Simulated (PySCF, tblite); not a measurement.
**hexafluoropropylene (C3F6): dynamics, then NMR shifts on frames**

Aim: move hexafluoropropylene (C3F6) (`FC(F)=C(F)C(F)(F)F`) away from its starting geometry and see how NMR shifts follow the geometry.

Programs: tblite 0.8.0 and PySCF 2.14.0, with density-fitted response routines of our own. Each step states its level of theory. These are calculated values for one molecule in the gas phase, unless marked as measured. Atoms count from 0, in the outputs and in this text.

### 1 Starting geometry

9 atoms, charge 0, multiplicity 1; geometry from: GFN2-xTB.

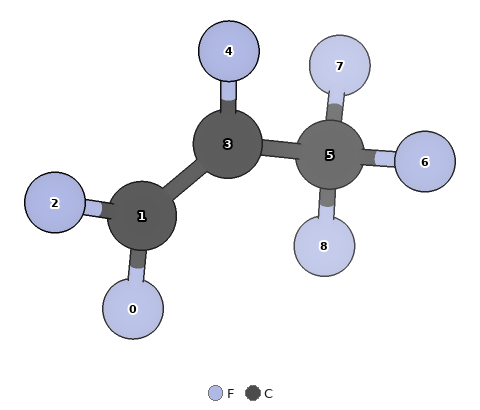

The starting geometry (fluorine light blue, carbon dark grey), atoms numbered.

### 2 A short Langevin run with GFN2-xTB

What the job is given:

```
{"job": {"kind": "md", "xc": "GFN2-xTB", "basis": "xTB", "temperature": 300, "steps": 2000, "every": 50, "frames": 5}, "charge": 0, "multiplicity": 1}
F      1.152042     0.992485    -1.467733
C      1.300572     0.455441    -0.281808
F      2.540046     0.556653     0.135239
C      0.324300    -0.121075     0.418735
F      0.581097    -0.639034     1.625947
C     -1.120598    -0.271063    -0.013228
F     -1.946483     0.363714     0.821715
F     -1.488080    -1.553878    -0.031958
F     -1.329335     0.222750    -1.232088
```

Method: GFN2-xTB Langevin dynamics, gas phase.

The run is started by

```bash
$ OMP_NUM_THREADS=1 python probes_run.py task.json out
```

The driver reads the jobs from task.json and runs them one after another.

The program printed:

```text
t/fs     T/K      E/eV
    0.0   279.1   -946.12130
   25.0   206.1   -945.94454
   50.0   270.6   -945.95551
   75.0   215.7   -945.99137
  100.0   130.8   -945.83182
  125.0   147.2   -945.90222
  150.0   298.7   -945.98605
  175.0   225.8   -945.85024
  200.0   201.9   -945.88299
  225.0   338.7   -946.03252
  250.0   206.5   -945.70288
  275.0   205.6   -945.82646
  300.0   237.8   -945.99106
  325.0   239.1   -945.97375
  350.0   252.8   -945.89472
  375.0   215.8   -945.84714
  400.0   439.1   -945.93794
  425.0   315.7   -945.80534
  450.0   277.1   -945.79627
  475.0   348.3   -945.91669
  500.0   322.7   -945.80919
  525.0   293.6   -945.86913
  550.0   223.6   -945.86976
  575.0   218.2   -945.81124
  600.0   353.1   -945.95719
  625.0   302.0   -945.94539
  650.0   361.0   -945.99606
  675.0   323.6   -945.95057
  700.0   378.1   -945.87389
  725.0   403.4   -945.97977
  750.0   200.9   -945.79912
  775.0   371.6   -945.89612
  800.0   379.0   -945.98468
  825.0   245.1   -945.83573
  850.0   274.6   -945.84156
  875.0   268.3   -945.85826
  900.0   340.9   -945.99436
  925.0   264.1   -945.91611
  950.0   270.4   -945.96885
  975.0   135.5   -945.81357
 1000.0   167.5   -945.90834
```

Wall time 6.1 s (1 thread of Intel Xeon 6975P-C, shared host); peak memory 0.18 GiB.

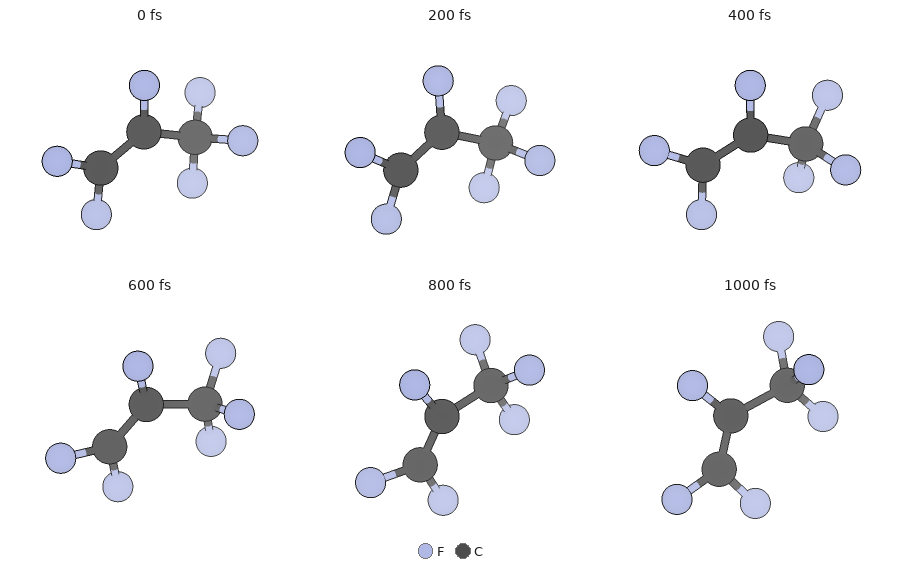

Frames of the run.

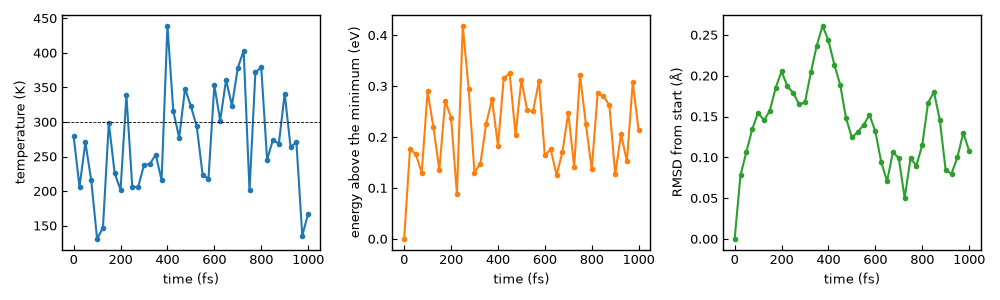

Temperature, potential energy and distance from the start.

Positions (Å) and forces (eV/Å) at 1000 fs:

```xyz
9

F    -0.883    1.469   -1.253    0.309   -0.196    0.093
C     0.140    0.966   -0.568   -0.636    1.734   -0.886
F     1.237    1.643   -0.859   -0.143   -0.632   -0.030
C    -0.022    0.088    0.399   -1.014   -0.139   -0.024
F     1.044   -0.351    1.011    0.976   -0.673    0.952
C    -1.365   -0.429    0.958    1.624    0.371    0.387
F    -1.446   -0.034    2.235   -0.413    0.800    0.176
F    -1.355   -1.732    1.075   -0.276   -1.282   -0.642
F    -2.396   -0.014    0.267   -0.426    0.015   -0.026
```

### 3 Shielding tensors: 250 fs, PBE0/pcSseg-1

What the job is given:

```
{"job": {"kind": "nmr", "xc": "PBE0", "basis": "pcSseg-1", "pop": false}, "charge": 0, "multiplicity": 1}
F      1.050900     0.823300    -1.310800
C      1.289900     0.207000    -0.191600
F      2.572300     0.213700     0.347800
C      0.249600    -0.391200     0.393300
F      0.265100    -1.045900     1.511300
C     -1.159900    -0.277900    -0.100600
F     -1.832300     0.597600     0.666800
F     -1.745700    -1.482200     0.056600
F     -1.444000     0.125800    -1.387700
```

Level: GIAO PBE0/pcSseg-1 NMR shielding, non-relativistic, gas phase.

The program printed:

```text
coarse grid: 9776 points
cycle   1  E = -712.2517625933  dE =  1.661e+00  |g| = 1.142e+00  |ddm| = 2.833e+00
cycle   2  E = -711.9278334339  dE =  3.239e-01  |g| = 1.875e+00  |ddm| = 1.571e+00
cycle   3  E = -712.4715710168  dE = -5.437e-01  |g| = 9.826e-02  |ddm| = 1.026e+00
cycle   4  E = -712.4723427143  dE = -7.717e-04  |g| = 7.007e-02  |ddm| = 8.904e-02
cycle   5  E = -712.4730703054  dE = -7.276e-04  |g| = 1.225e-02  |ddm| = 4.381e-02
cycle   6  E = -712.4730898875  dE = -1.958e-05  |g| = 3.230e-03  |ddm| = 8.341e-03
cycle   7  E = -712.4730914080  dE = -1.521e-06  |g| = 1.045e-03  |ddm| = 2.454e-03
final grid: 103248 points
cycle   8  E = -712.5631606995  dE = -4.957e-05  |g| = 7.492e-03  |ddm| = 1.970e-02
cycle   9  E = -712.5631486464  dE =  1.205e-05  |g| = 1.185e-02  |ddm| = 1.097e-02
cycle  10  E = -712.5631707431  dE = -2.210e-05  |g| = 5.529e-04  |ddm| = 6.320e-03
cycle  11  E = -712.5631707839  dE = -4.076e-08  |g| = 3.244e-04  |ddm| = 5.346e-04
cycle  12  E = -712.5631707984  dE = -1.449e-08  |g| = 9.990e-05  |ddm| = 2.287e-04
cycle  13  E = -712.5631708000  dE = -1.612e-09  |g| = 1.593e-05  |ddm| = 7.184e-05
cycle  14  E = -712.5631708000  dE = -2.933e-11  |g| = 8.542e-06  |ddm| = 1.363e-05
converged SCF energy = -712.5631708000

GIAO shielding tensors (ppm)
atom      isotropic    diamagn.    paramagn.     s11        s22        s33       span
  0 F      286.970     472.490    -185.520    262.009    275.482    323.421     61.412
  1 C       14.681     251.274    -236.593    -53.148     44.486     52.704    105.851
  2 F      247.028     470.707    -223.679    203.095    229.978    308.009    104.914
  3 C       57.906     251.311    -193.405     11.505     66.437     95.775     84.270
  4 F      365.280     469.685    -104.405    296.653    371.123    428.064    131.411
  5 C       51.568     238.830    -187.262     41.668     54.034     59.001     17.334
  6 F      230.917     472.308    -241.391    156.414    215.767    320.570    164.156
  7 F      244.102     470.520    -226.418    160.846    243.983    327.478    166.633
  8 F      235.540     473.242    -237.702    143.906    211.192    351.522    207.616
```

Run time: 11 s. Hardware: 1 thread of Intel Xeon 6975P-C, shared host; peak memory 0.71 GiB.

The references, computed at this level on geometries of the same kind, shield at (ppm): 13C TMS 186.9, 19F CFCl3 170.9. Their shielding less the atom's gives the shift. The references are single molecules in the gas phase, so shifts against H2O, NH3, PH3, H3PO4 or CFCl3 are not on the usual liquid scales and can be off by tens of ppm. Each atom is listed at this fixed geometry, with no averaging over motion; a spectrum would average atoms that exchange fast.

| atoms | environment | σ (ppm) | δ (ppm) |
| --- | --- | --- | --- |
| C1 | fully substituted alkene carbon | 14.7 | 172.2 |
| C5 | CF3 carbon | 51.6 | 135.4 |
| C3 | fully substituted alkene carbon | 57.9 | 129.0 |
| F6 | fluorine of a CF3 group | 230.9 | -60.0 |
| F8 | fluorine of a CF3 group | 235.5 | -64.6 |
| F7 | fluorine of a CF3 group | 244.1 | -73.2 |
| F2 | vinylic fluorine | 247.0 | -76.1 |
| F0 | vinylic fluorine | 287.0 | -116.0 |
| F4 | vinylic fluorine | 365.3 | -194.3 |

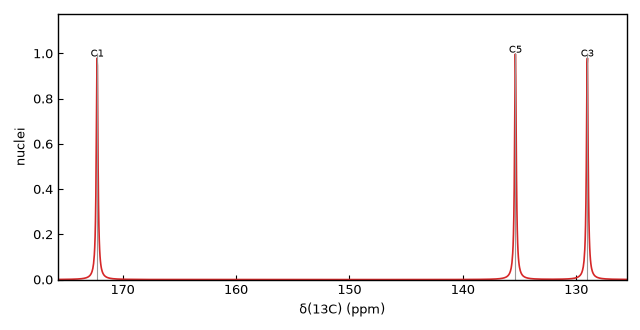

13C lines at the computed shifts, without couplings. Lines are broadened to a width of 0.17 ppm (Lorentzian).

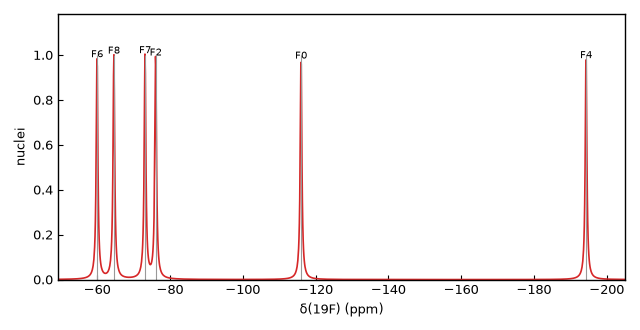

19F lines at the computed shifts, without couplings. Lines are broadened to a width of 0.54 ppm (Lorentzian).

### 4 Nuclear shieldings: 425 fs, PBE0/pcSseg-1

What the job is given:

```
{"job": {"kind": "nmr", "xc": "PBE0", "basis": "pcSseg-1", "pop": false}, "charge": 0, "multiplicity": 1}
F      1.056200     0.591500    -1.634300
C      1.180400    -0.024200    -0.419900
F      2.429700    -0.285400    -0.218800
C      0.237500    -0.485700     0.349800
F      0.509400    -0.990500     1.554000
C     -1.283100    -0.315600     0.132200
F     -1.842100     0.725100     0.739300
F     -1.816000    -1.522800     0.566700
F     -1.573400    -0.291600    -1.205600
```

With the program's defaults for keys left out, this is: GIAO PBE0/pcSseg-1 NMR shielding, non-relativistic, gas phase.

The program printed:

```text
coarse grid: 9776 points
cycle   1  E = -712.2543056624  dE =  1.610e+00  |g| = 1.143e+00  |ddm| = 2.827e+00
cycle   2  E = -711.9286260199  dE =  3.257e-01  |g| = 1.881e+00  |ddm| = 1.633e+00
cycle   3  E = -712.4746641972  dE = -5.460e-01  |g| = 9.144e-02  |ddm| = 1.069e+00
cycle   4  E = -712.4753450465  dE = -6.808e-04  |g| = 6.386e-02  |ddm| = 8.686e-02
cycle   5  E = -712.4760639695  dE = -7.189e-04  |g| = 1.242e-02  |ddm| = 4.479e-02
cycle   6  E = -712.4760903037  dE = -2.633e-05  |g| = 3.850e-03  |ddm| = 1.069e-02
cycle   7  E = -712.4760930773  dE = -2.774e-06  |g| = 1.285e-03  |ddm| = 3.693e-03
final grid: 103248 points
cycle   8  E = -712.5676660839  dE = -4.982e-05  |g| = 7.834e-03  |ddm| = 1.986e-02
cycle   9  E = -712.5676527075  dE =  1.338e-05  |g| = 1.242e-02  |ddm| = 1.224e-02
cycle  10  E = -712.5676768364  dE = -2.413e-05  |g| = 4.676e-04  |ddm| = 7.104e-03
cycle  11  E = -712.5676768690  dE = -3.261e-08  |g| = 2.581e-04  |ddm| = 4.429e-04
cycle  12  E = -712.5676768791  dE = -1.004e-08  |g| = 8.404e-05  |ddm| = 1.876e-04
cycle  13  E = -712.5676768803  dE = -1.225e-09  |g| = 1.372e-05  |ddm| = 5.985e-05
cycle  14  E = -712.5676768803  dE = -2.638e-11  |g| = 7.765e-06  |ddm| = 1.471e-05
converged SCF energy = -712.5676768803

GIAO shielding tensors (ppm)
atom      isotropic    diamagn.    paramagn.     s11        s22        s33       span
  0 F      262.268     473.568    -211.300    217.916    253.781    315.107     97.191
  1 C       17.349     247.520    -230.171    -35.734     30.896     56.886     92.619
  2 F      267.922     469.143    -201.221    246.703    261.341    295.724     49.021
  3 C       54.415     251.506    -197.091     21.502     48.812     92.932     71.430
  4 F      373.779     469.958     -96.179    314.534    400.107    406.697     92.163
  5 C       49.947     240.761    -190.815     38.114     53.527     58.199     20.085
  6 F      244.262     471.157    -226.895    179.357    236.148    317.282    137.925
  7 F      225.809     470.962    -245.153    125.068    208.693    343.667    218.600
  8 F      240.042     473.156    -233.114    148.839    224.326    346.963    198.124
```

Run time: 11 s. Hardware: 1 thread of Intel Xeon 6975P-C, shared host; peak memory 0.79 GiB.

This run: δ C1 169.6, C5 137.0, C3 132.5, F7 -54.9 ppm.

### 5 NMR shieldings: 625 fs, PBE0/pcSseg-1

What the job is given:

```
{"job": {"kind": "nmr", "xc": "PBE0", "basis": "pcSseg-1", "pop": false}, "charge": 0, "multiplicity": 1}
F      0.318400     0.603700    -1.714400
C      0.889200     0.242900    -0.572400
F      2.169200     0.450400    -0.490600
C      0.231300    -0.419700     0.431300
F      0.799300    -0.665700     1.604600
C     -1.264000    -0.506800     0.515200
F     -1.812400     0.324300     1.414300
F     -1.680100    -1.768000     0.887500
F     -1.861900    -0.231400    -0.651300
```

Level: GIAO PBE0/pcSseg-1 NMR shielding, non-relativistic, gas phase.

The program printed:

```text
coarse grid: 9776 points
cycle   1  E = -712.2638050688  dE =  1.649e+00  |g| = 1.142e+00  |ddm| = 2.809e+00
cycle   2  E = -711.9528946174  dE =  3.109e-01  |g| = 1.852e+00  |ddm| = 1.555e+00
cycle   3  E = -712.4828423744  dE = -5.299e-01  |g| = 9.678e-02  |ddm| = 1.014e+00
cycle   4  E = -712.4836340628  dE = -7.917e-04  |g| = 6.598e-02  |ddm| = 8.987e-02
cycle   5  E = -712.4842693067  dE = -6.352e-04  |g| = 1.089e-02  |ddm| = 4.206e-02
cycle   6  E = -712.4842850742  dE = -1.577e-05  |g| = 2.250e-03  |ddm| = 6.826e-03
cycle   7  E = -712.4842858147  dE = -7.405e-07  |g| = 1.025e-03  |ddm| = 2.025e-03
final grid: 103248 points
cycle   8  E = -712.5745040152  dE = -5.058e-05  |g| = 7.090e-03  |ddm| = 2.125e-02
cycle   9  E = -712.5744938784  dE =  1.014e-05  |g| = 1.104e-02  |ddm| = 1.041e-02
cycle  10  E = -712.5745127921  dE = -1.891e-05  |g| = 4.627e-04  |ddm| = 5.906e-03
cycle  11  E = -712.5745128197  dE = -2.763e-08  |g| = 2.727e-04  |ddm| = 4.566e-04
cycle  12  E = -712.5745128301  dE = -1.036e-08  |g| = 8.104e-05  |ddm| = 1.990e-04
cycle  13  E = -712.5745128313  dE = -1.191e-09  |g| = 2.064e-05  |ddm| = 6.516e-05
cycle  14  E = -712.5745128313  dE = -7.503e-11  |g| = 9.375e-06  |ddm| = 2.123e-05
converged SCF energy = -712.5745128313

GIAO shielding tensors (ppm)
atom      isotropic    diamagn.    paramagn.     s11        s22        s33       span
  0 F      264.344     472.569    -208.225    252.120    263.521    277.391     25.271
  1 C       12.556     249.812    -237.256    -56.304     36.031     57.942    114.246
  2 F      255.079     469.502    -214.423    214.801    253.278    297.159     82.358
  3 C       53.179     251.283    -198.104     14.870     50.710     93.956     79.086
  4 F      372.650     469.886     -97.236    305.488    389.677    422.784    117.296
  5 C       53.257     238.821    -185.563     42.742     52.859     64.171     21.429
  6 F      236.242     471.085    -234.843    154.936    226.270    327.520    172.584
  7 F      232.402     470.691    -238.289    134.963    215.393    346.848    211.885
  8 F      258.255     473.500    -215.245    179.840    255.563    339.364    159.524
```

Wall time 11 s (1 thread of Intel Xeon 6975P-C, shared host); peak memory 0.79 GiB.

In short: δ C1 174.4, C3 133.7, C5 133.7, F7 -61.5 ppm.

### 6 NMR shieldings: 800 fs, PBE0/pcSseg-1

What the job is given:

```
{"job": {"kind": "nmr", "xc": "PBE0", "basis": "pcSseg-1", "pop": false}, "charge": 0, "multiplicity": 1}
F     -0.356600     1.137300    -1.437100
C      0.450200     0.783500    -0.465300
F      1.681400     1.134300    -0.724000
C      0.125000     0.145400     0.652300
F      1.043100    -0.120100     1.591300
C     -1.148300    -0.556900     0.946100
F     -1.701600    -0.237900     2.107400
F     -0.998700    -1.864400     0.926200
F     -1.973900    -0.244200    -0.032400
```

Method: GIAO PBE0/pcSseg-1 NMR shielding, non-relativistic, gas phase.

The program printed:

```text
coarse grid: 9776 points
cycle   1  E = -712.2900217911  dE =  1.852e+00  |g| = 1.106e+00  |ddm| = 2.877e+00
cycle   2  E = -712.0501570773  dE =  2.399e-01  |g| = 1.701e+00  |ddm| = 1.482e+00
cycle   3  E = -712.4882291614  dE = -4.381e-01  |g| = 1.057e-01  |ddm| = 9.627e-01
cycle   4  E = -712.4894059854  dE = -1.177e-03  |g| = 6.170e-02  |ddm| = 9.249e-02
cycle   5  E = -712.4899899830  dE = -5.840e-04  |g| = 1.002e-02  |ddm| = 4.060e-02
cycle   6  E = -712.4900036923  dE = -1.371e-05  |g| = 2.567e-03  |ddm| = 7.427e-03
cycle   7  E = -712.4900047919  dE = -1.100e-06  |g| = 1.078e-03  |ddm| = 2.451e-03
final grid: 103248 points
cycle   8  E = -712.5782156063  dE = -4.603e-05  |g| = 5.141e-03  |ddm| = 2.200e-02
cycle   9  E = -712.5782107243  dE =  4.882e-06  |g| = 7.803e-03  |ddm| = 8.177e-03
cycle  10  E = -712.5782205202  dE = -9.796e-06  |g| = 4.738e-04  |ddm| = 4.546e-03
cycle  11  E = -712.5782205525  dE = -3.234e-08  |g| = 1.987e-04  |ddm| = 4.232e-04
cycle  12  E = -712.5782205573  dE = -4.765e-09  |g| = 8.555e-05  |ddm| = 1.514e-04
cycle  13  E = -712.5782205583  dE = -1.006e-09  |g| = 1.092e-05  |ddm| = 6.048e-05
cycle  14  E = -712.5782205583  dE = -1.296e-11  |g| = 6.529e-06  |ddm| = 1.220e-05
converged SCF energy = -712.5782205583

GIAO shielding tensors (ppm)
atom      isotropic    diamagn.    paramagn.     s11        s22        s33       span
  0 F      273.118     472.578    -199.460    265.447    271.656    282.252     16.805
  1 C       18.900     248.965    -230.065    -39.666     36.227     60.138     99.805
  2 F      265.451     470.355    -204.904    237.944    266.425    291.986     54.042
  3 C       56.377     252.498    -196.121     23.038     50.602     95.491     72.453
  4 F      378.725     470.766     -92.042    326.393    392.599    417.183     90.790
  5 C       63.285     240.133    -176.848     50.380     62.300     77.173     26.793
  6 F      262.873     468.807    -205.934    189.555    257.702    341.361    151.806
  7 F      256.043     471.139    -215.096    183.983    249.800    334.345    150.362
  8 F      275.833     474.225    -198.393    201.111    280.465    345.921    144.809
```

Wall time 11 s (1 thread of Intel Xeon 6975P-C, shared host); peak memory 0.79 GiB.

Key values: δ C1 168.0, C3 130.5, C5 123.6, F7 -85.1 ppm.

### 7 Shielding tensors: 1000 fs, PBE0/pcSseg-1

What the job is given:

```
{"job": {"kind": "nmr", "xc": "PBE0", "basis": "pcSseg-1", "pop": false}, "charge": 0, "multiplicity": 1}
F     -0.882900     1.469100    -1.253300
C      0.140000     0.966200    -0.568200
F      1.236600     1.643500    -0.859400
C     -0.021800     0.088500     0.398500
F      1.044500    -0.351500     1.010700
C     -1.365500    -0.428900     0.957900
F     -1.445800    -0.034100     2.234600
F     -1.355100    -1.731500     1.075400
F     -2.395800    -0.014300     0.266700
```

With the program's defaults for keys left out, this is: GIAO PBE0/pcSseg-1 NMR shielding, non-relativistic, gas phase.

The program printed:

```text
coarse grid: 9776 points
cycle   1  E = -712.2817055598  dE =  1.816e+00  |g| = 1.113e+00  |ddm| = 2.867e+00
cycle   2  E = -712.0324879615  dE =  2.492e-01  |g| = 1.725e+00  |ddm| = 1.463e+00
cycle   3  E = -712.4831915297  dE = -4.507e-01  |g| = 9.655e-02  |ddm| = 9.454e-01
cycle   4  E = -712.4841417789  dE = -9.502e-04  |g| = 5.838e-02  |ddm| = 8.223e-02
cycle   5  E = -712.4846782729  dE = -5.365e-04  |g| = 1.067e-02  |ddm| = 3.769e-02
cycle   6  E = -712.4846943974  dE = -1.612e-05  |g| = 3.220e-03  |ddm| = 8.497e-03
cycle   7  E = -712.4846962361  dE = -1.839e-06  |g| = 1.173e-03  |ddm| = 3.014e-03
final grid: 103248 points
cycle   8  E = -712.5732482341  dE = -4.610e-05  |g| = 6.028e-03  |ddm| = 2.155e-02
cycle   9  E = -712.5732412758  dE =  6.958e-06  |g| = 9.208e-03  |ddm| = 8.961e-03
cycle  10  E = -712.5732547162  dE = -1.344e-05  |g| = 4.291e-04  |ddm| = 5.130e-03
cycle  11  E = -712.5732547424  dE = -2.619e-08  |g| = 2.088e-04  |ddm| = 3.928e-04
cycle  12  E = -712.5732547478  dE = -5.402e-09  |g| = 8.199e-05  |ddm| = 1.604e-04
cycle  13  E = -712.5732547487  dE = -9.788e-10  |g| = 1.266e-05  |ddm| = 6.003e-05
converged SCF energy = -712.5732547487

GIAO shielding tensors (ppm)
atom      isotropic    diamagn.    paramagn.     s11        s22        s33       span
  0 F      279.884     472.413    -192.529    255.912    276.819    306.922     51.011
  1 C       17.902     248.742    -230.840    -39.519     34.918     58.309     97.828
  2 F      264.699     470.743    -206.044    243.117    255.633    295.347     52.229
  3 C       57.499     250.856    -193.357     14.744     62.588     95.165     80.421
  4 F      385.351     471.427     -86.077    314.586    403.195    438.271    123.685
  5 C       60.765     240.112    -179.347     48.185     64.135     69.974     21.789
  6 F      243.741     469.982    -226.242    163.438    233.167    334.617    171.178
  7 F      260.875     470.340    -209.464    193.138    265.195    324.293    131.155
  8 F      274.536     470.887    -196.352    212.472    273.863    337.272    124.800
```

Run time: 10 s. Hardware: 1 thread of Intel Xeon 6975P-C, shared host; peak memory 0.79 GiB.

In short: δ C1 169.0, C3 129.4, C5 126.2, F6 -72.8 ppm.

### 8 Run by run: NMR shifts

Shifts (ppm) of some atoms, chosen among heavy atoms and hydrogens apart, with basis size and wall time:

| frame | F6 | F8 | F7 | F2 | F0 | functions | time |
| --- | --- | --- | --- | --- | --- | --- | --- |
| 250 fs | -60.0 | -64.6 | -73.2 | -76.1 | -116.0 | 153 | 11 s |
| 425 fs | -73.3 | -69.1 | -54.9 | -97.0 | -91.3 | 153 | 11 s |
| 625 fs | -65.3 | -87.3 | -61.5 | -84.1 | -93.4 | 153 | 11 s |
| 800 fs | -91.9 | -104.9 | -85.1 | -94.5 | -102.2 | 153 | 11 s |
| 1000 fs | -72.8 | -103.6 | -89.9 | -93.8 | -108.9 | 153 | 10 s |

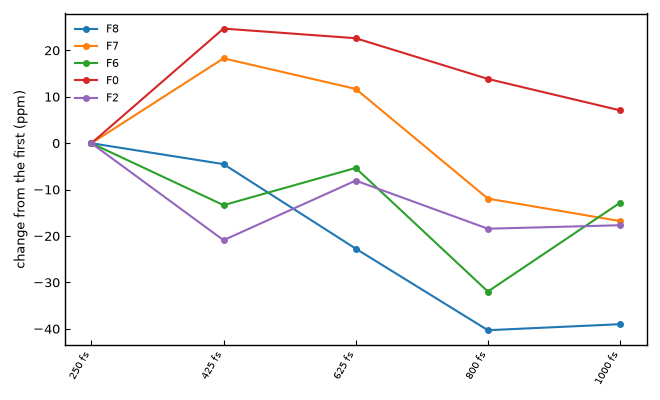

How the tabulated atoms move from run to run.

### 9 What came out

| quantity | value |
| --- | --- |
| thermostat | 300 K |
| mean temperature, second half | 290 K |
| mean potential energy above the minimum | 0.22 eV |
| 13C shifts against TMS (PBE0/pcSseg-1, 250 fs) | 172.2, 135.4, 129.0 ppm |
| 19F shifts against CFCl3 (PBE0/pcSseg-1, 250 fs) | -60.0, -64.6, -73.2, -76.1, -116.0, -194.3 ppm |
| range of the shift of F8 | -104.9 to -64.6 ppm |

In words: In the second half the potential energy averages 0.22 eV above the minimum; equipartition over 21 harmonic modes at 300 K would give 0.27 eV. With 9 atoms the temperature swings widely (131 to 439 K). Shifts at one fixed geometry are not the observed spectrum, which averages over the motion. In the first frame run (250 fs): The largest span, 208 ppm, is at F8, where the paramagnetic term is -238 ppm. In ppm, F8 moves most: its shift spreads over 40.3 ppm, from -104.9 (800 fs) to -64.6 (250 fs).
